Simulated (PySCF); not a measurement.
# BH⁺ at other levels of theory

Aim: see what other levels and later steps give for BH⁺.

The runs use PySCF 2.14.0; method and basis as typed in the scripts.

2 further runs of the same task are left out: 2 that didn't finish.

## Step 1: The system as given

BH⁺: 2 atoms, charge 1, spin multiplicity 2.

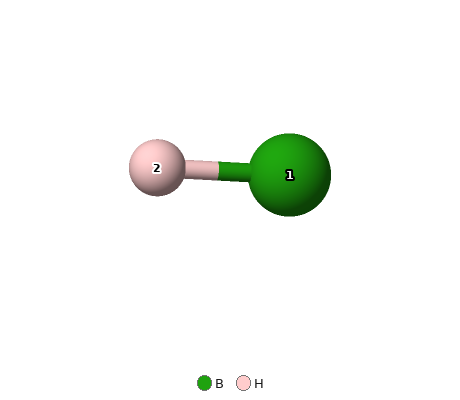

The starting geometry (boron green, hydrogen pink); atoms are numbered from 1 in the order of the file.

## Step 2: The run that the others are compared with

Input file input.py:

```python
from pyscf import gto, dft, tdscf

mol = gto.M(
    atom='B 0 0 0; H 0 0 1.42',
    basis='sbkjc',
    ecp={'B': 'sbkjc'},
    charge=1,
    spin=1,
    symmetry=True,
    verbose=4,
)
mf = dft.UKS(mol, xc='tpssh')
mf.kernel()
td = tdscf.TDA(mf)
td.nstates = 4
td.kernel()
td.analyze(verbose=3)
mf.dip_moment()
print('orbital energies (hartree):', [e[max(0, n-3):n+3].round(4) for e, n in zip(mf.mo_energy, mol.nelec)])
```

Launch:

```bash
> python input.py
```

## Step 3: Pw6b95

Run 1 changes functional: tpssh → pw6b95.

Changes to input.py since step 2:

```diff
@@ -11,3 +11,3 @@
 )
-mf = dft.UKS(mol, xc='tpssh')
+mf = dft.UKS(mol, xc='pw6b95')
 mf.kernel()
```

## Step 4: CCSD(T) (UHF)

Run 2 changes step after the SCF: tda → ccsd(t); SCF type: UKS → UHF; functional: tpssh → none (Hartree–Fock).

Input file input.py:

```python
from pyscf import gto, scf, cc

mol = gto.M(
    atom='B 0 0 0; H 0 0 1.42',
    basis='sbkjc',
    ecp={'B': 'sbkjc'},
    charge=1,
    spin=1,
    symmetry=True,
    verbose=4,
)
mf = scf.UHF(mol)
mf.kernel()
mycc = cc.CCSD(mf)
mycc.kernel()
mycc.ccsd_t()
mf.dip_moment()
print('orbital energies (hartree):', [e[max(0, n-3):n+3].round(4) for e, n in zip(mf.mo_energy, mol.nelec)])
```

## Step 5: Slater,

Run 3 changes functional: tpssh → slater,.

Changes to input.py since step 2:

```diff
@@ -11,3 +11,3 @@
 )
-mf = dft.UKS(mol, xc='tpssh')
+mf = dft.UKS(mol, xc='slater,')
 mf.kernel()
```

Before running it: what results should come out? Wanted: for each run, E(SCF); from base; gap, α spin; after the SCF.

**Answer**, as computed:

| run | E(SCF) (hartree) | from base (eV) | cycles | gap, α spin (eV) | after the SCF |
| --- | --- | --- | --- | --- | --- |
| base | -2.872390 | 0 | 8 | 5.80 | lowest root found 4.03 eV |
| pw6b95 | -2.854464 | not comparable | 8 | 6.35 | lowest root found 3.25 eV |
| CCSD(T) (UHF) | -2.797701 | not comparable | 10 | 14.11 | CCSD(T) correlation -1.043 eV |
| slater, (poor choice) | -2.697165 | not comparable | 8 | 3.36 | lowest root found 3.26 eV |

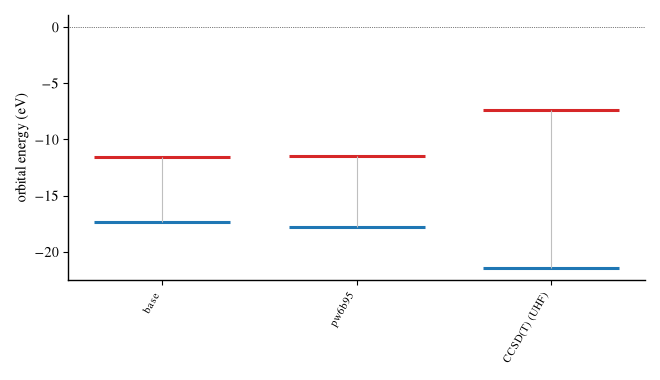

Frontier levels by run: filled blue, empty red. Open-shell runs show the α spin alone. Unsound runs are left out.

In words: The α-spin gap between the frontier levels is 5.8 eV with tpssh (10 % exact exchange) and 6.4 eV with pw6b95 (28 %): exact exchange opens it. A lower total energy from another functional means nothing by itself. Rows marked «poor choice» come from settings spoiled on purpose.
